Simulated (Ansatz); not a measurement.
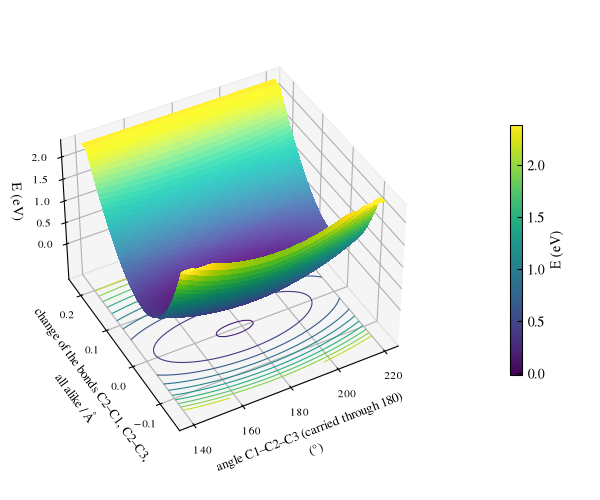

Energy landscape of C3H2F, SMILES [CH+]=C=CF, charge +1. 
- The first coordinate is: angle C1–C2–C3 (carried through 180); the second: change of the bonds C2–C1, C2–C3, all alike.
- Nothing is relaxed (all other coordinates rigid).
- The scan uses a 15 × 15 grid.
- Points are written as (first, second).
- Energies are in eV, from the lowest grid point.
- Computed with RKS PBE0-D4/def2-SVP (Ansatz).

The picture shows a relief with its contours projected below, any walls above the top of the colour scale cut off. Between grid points the surface is interpolated. 

Describe this landscape.

The lowest grid point is at (174.3°, 0.013 Å). No other kind of well shows on this grid. The highest grid point, (220.0°, −0.143 Å), lies 2.79 eV above the lowest. Round the minimum the two coordinates are nearly uncoupled.

Each point was launched as `ansatz run input.yaml --threads 1 --pin off --max-ram 2560MiB --backend cpu --events-out ev --progress --plain --runs-dir out`. The whole map (225 points run) took 5.3 min on 1 thread of Arm Neoverse V2 (shared host).
